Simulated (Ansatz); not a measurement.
Cu, response to strain

Take Cu in the fcc (Cu type) structure (space group Fm-3m, No. 225; relaxed with 0.1 eV smearing) as the base.

```yaml
crystal:
  lattice:
    - [0.00000, 1.81494, 1.81494]
    - [1.81494, 0.00000, 1.81494]
    - [1.81494, 1.81494, 0.00000]
  atoms:
    - { symbol: Cu, position: [0.00000, 0.00000, 0.00000] }
```

Strains are applied to the cell and any free atomic positions relax.

Calculations: PBE (Ansatz, a quantum-chemistry and plane-wave program), spin-orbit coupling left out.

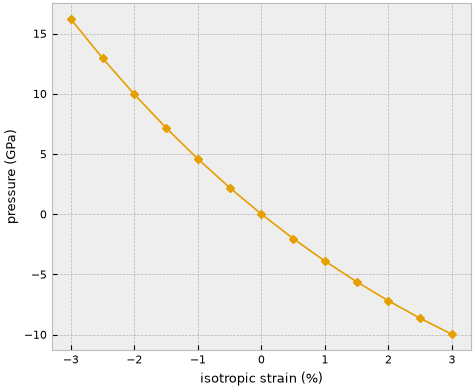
Pressure against isotropic strain

### Question
From the plot, what is the pressure for isotropic strain +0.50 %?

### Answer
About -2 GPa.

### Question
Is the trend monotonic over the range shown?

### Answer
Yes, it falls throughout, spanning -10.0 GPa to 16.2 GPa.

Whether these cells are dynamically stable was not tested. The final runs are not spin-polarised.
